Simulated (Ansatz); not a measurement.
Fields on a plane of MoP (WC type, space group P-6m2)

```
MoP
1.0
    3.24080     0.00000     0.00000
   -1.62040     2.80662     0.00000
    0.00000     0.00000     3.19537
Mo P
1 1
Direct
  0.00000   0.00000   0.00000
  0.66667   0.33333   0.50000
```

The slice is a (-1 2 -1 0) plane (indices of the conventional cell) through the point (0.000, 0.000, 0.000) (fractional), spanned by u = [001] and v = [210] in vectors of this cell: u (3.20 Å) and v (5.61 Å, at 90° to u). It covers one period; positions are fractions (u, v).

Atoms on it: Mo at (0.00, 0.00); P at (0.50, 0.33).

Method: PBE (plane waves to 420 eV, PAW, scalar-relativistic; Ansatz, a quantum-chemistry and plane-wave program). k mesh 16×16×15. Inside the PAW spheres the values are not all-electron values, and peaks at nuclei hang on which shells count as valence. MoP is run without spin polarisation. MoP was relaxed with its symmetry unable to fall.

```
|xxxx%%##::..::--::..::##%%xx|
|xx@@%%++....::--::....++%%@@|
|%%##++::....::--::....::++##|
|----::......::::::......::--|
|............................|
|::::::......      ......::::|
|==----::..          ..::----|
|====--::..          ..::--==|
|====--::..          ..::--==|
|====----::::......::::----==|
|========++++++++++++++======|
|--==++**##%%######%%##**++==|
|----++##@@@@######@@@@##++--|
|::--**%%@@##--xx--##@@%%**--|
|::--**%%%%--xxxxxx--%%%%**--|
|::--**%%##xxxxxxxxxx##%%**--|
|::--**%%%%--xxxxxx--%%%%**--|
|..::++%%@@%%++xx++%%@@%%++::|
|....--**@@@@@@@@@@@@@@**--..|
|::::::--**%%@@@@@@%%**--::::|
|####**----++##%%##++----**##|
|xx@@%%**::::==++==::::**%%@@|
|xxxx%%##::..::--::..::##%%xx|
|xxxxxx##::..::--::..::##xxxx|
```
Scale: ten equal steps from 0.05 (start of ' ') to 0.82 (end of '@'), in the order ' .:-=+*#%@'. Values: electron localisation function (ELF). The map has 14 points along u (two characters each, u = 0 at the left) and 24 along v (v = 0 in the bottom row). Points within 0.5 Å of a nucleus are blanked (x), as the pseudised field means little there.

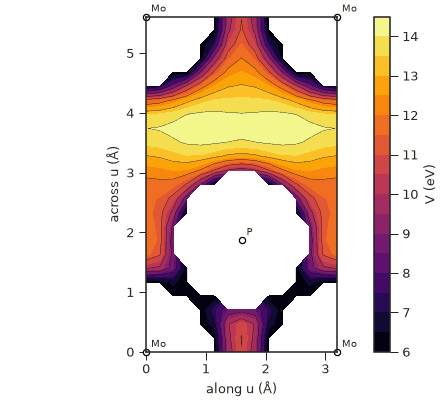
Figure. Electrostatic potential energy of an electron, from the cell's mean, in eV, one period of the plane, atoms marked. Points within 1 Å of a nucleus are left white, as the pseudised field means little there. Values under 6 eV are set to 6. The zero, the cell's mean, hangs on the PAW cores.

The density on the Mo–P line (2.46 Å) at its midpoint comes out as 0.54 e/Å³ and the ELF at that point comes out as 0.4.
